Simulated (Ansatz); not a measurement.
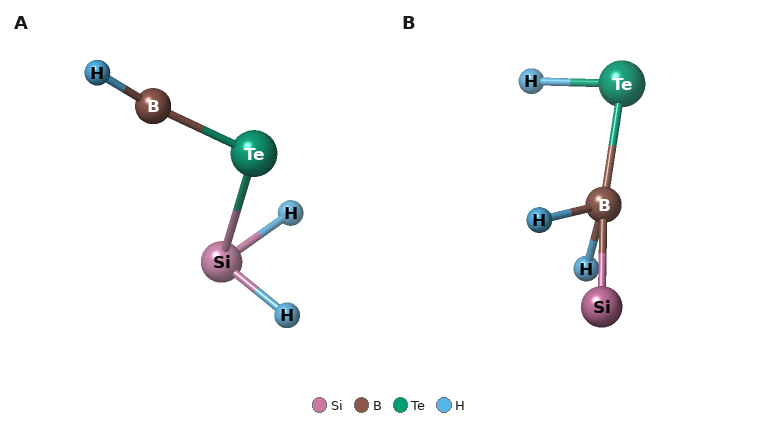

2 stationary structures of one formula. Geometries: PBE-D4/def2-SVP. Electronic energies: PBE-D4/def2-SVP (Ansatz 0.2.0), without zero-point energy. No frequency run is at hand to confirm each as a minimum.

Question: Rank them by energy, lowest first.

Answer: B is lowest; A lies 0.919 eV above it.
